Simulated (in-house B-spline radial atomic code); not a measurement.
# Run report: I³⁺, many-body perturbation calculation

- system: I³⁺, core [Kr] 4d10 5s2.
- method: configuration interaction of two valence electrons with many-body perturbation theory for the core (screened one- and two-electron correlation potentials), Breit and QED, no-pair Dirac, B-spline basis (in-house B-spline radial atomic code)

## Input
```
basis_form = 3
Z = 53
core_configuration = [Kr] 4d10 5s2
rms_radius = 4.75
mass_number = 127
speed_of_light = 137.035999084
box_radius = 18.0
lmax = 6
intervals = 64
virtual_cutoff = 5618.0
```

Launched within a batch (the task file carries these settings):
```bash
python <driver script> task.json out
```

The program writes its results to a structured record and prints no log; tables and figures of this report are taken from that record.

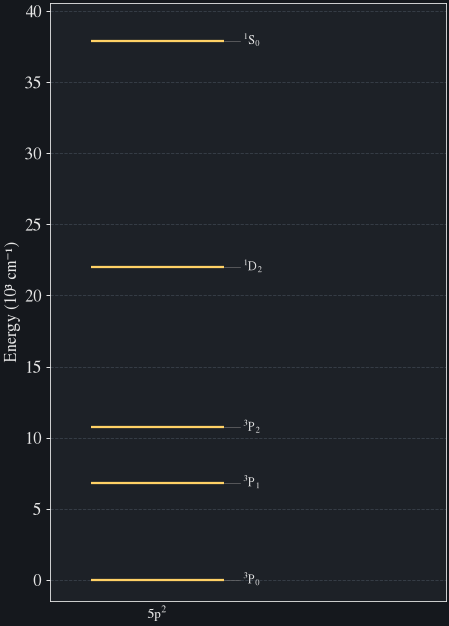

Fig. 1: Levels of I³⁺, two electrons outside the core [Kr] 4d¹⁰ 5s². CI+MBPT: configuration interaction in the frozen-core Dirac–Hartree–Fock potential with screened core-valence correlation, Breit and QED terms; computed with a B-spline radial code. The lowest level is 5p² ³P₀. The first excited level, 5p² ³P₁, lies at 6,830 cm⁻¹. The ground term spreads over 10,700 cm⁻¹ in the order J = 0, 1, 2, a normal multiplet. All levels drawn have even parity, so no electric dipole line joins them. The ionisation energy is 40.65 eV, against 39.48 eV from CI without core-valence correlation and a measured value of 40.36 eV.

```
  Level  E (cm⁻¹)
5p² ³P₀         0
5p² ³P₁     6,830
5p² ³P₂    10,730
5p² ¹D₂    22,020
5p² ¹S₀    37,930
```

## Summary

| quantity | value |
| --- | --- |
| outcome | converged |
| hardware | 1 CPU thread, shared host |
| wall time | 3.8 min |

## Remarks

Caveats: the outer s2 shell is a soft core here, levels are rough.
